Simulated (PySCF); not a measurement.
```xyz
13

C    -1.1959    0.6398    0.6056
C    -1.9757   -0.2083   -0.3503
O    -1.0079   -0.9457   -1.1074
C     0.1920   -0.6389   -0.6421
N     1.3180   -1.1842   -0.9467
N     2.4211   -0.7060   -0.4202
C     2.3788    0.3155    0.4069
N     1.2809    0.8051    0.9423
C     0.1208    0.3678    0.4208
H    -1.6390    1.3929    1.2229
H    -2.6507   -0.9177    0.1479
H    -2.5710    0.3838   -1.0570
H     3.3243    0.6965    0.7596
```

Geometry: GFN2-xTB.

Method: PySCF, UKS B3LYP, pcH-1 on C H N O, non-relativistic, mean-field spin-orbit, GIAO.

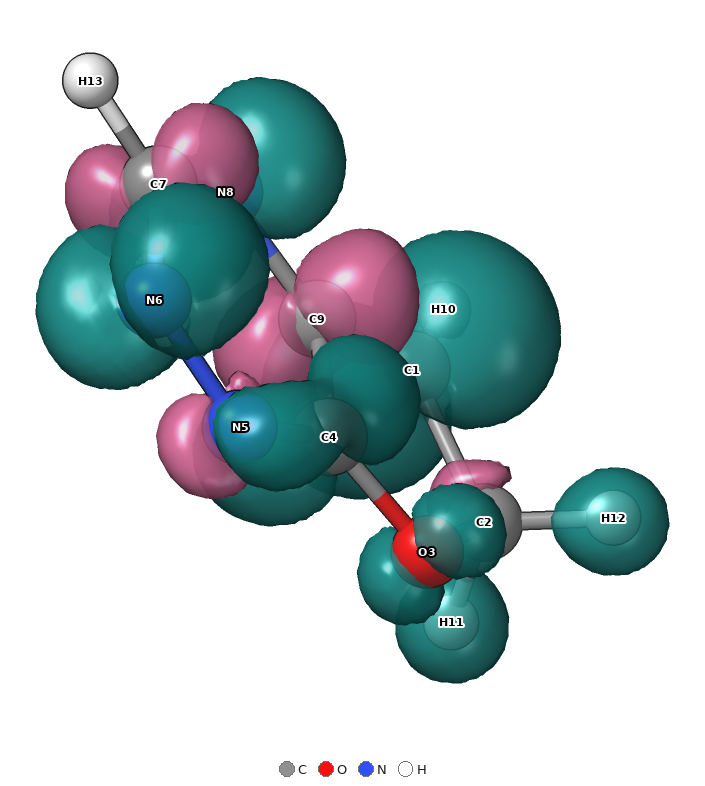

C5H4N3O (doublet). Isosurfaces of the spin density at +0.02 (teal) and −0.02 e/Å³ (pink), seen at an oblique angle.

**Where is the unpaired spin?**

The unpaired spin (1 electron) lies mostly on C1 (about 0.4), N6 (about 0.2), N8 (about 0.2) and C4 (about 0.1), in electrons by Hirshfeld's partition.
